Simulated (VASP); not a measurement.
Band structure of Mg2Ge (space group Fm-3m). Calculation: PBE GGA, VASP's PBE PAW potentials (set 64) (plane waves; VASP).

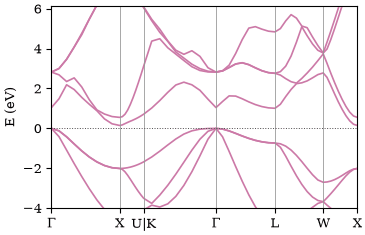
Bands along high-symmetry lines, zero at the valence-band maximum or, without a gap, the Fermi level

Problem. Read the plot: is there a gap, and where are the band edges?

Solution. The gap is indirect, 0.15 eV, from the valence maximum at Γ to the conduction minimum at X.

The structure comes from a computed database's Mg2Ge entry; how it stands against other phases isn't given here. The cell was not relaxed at this level.
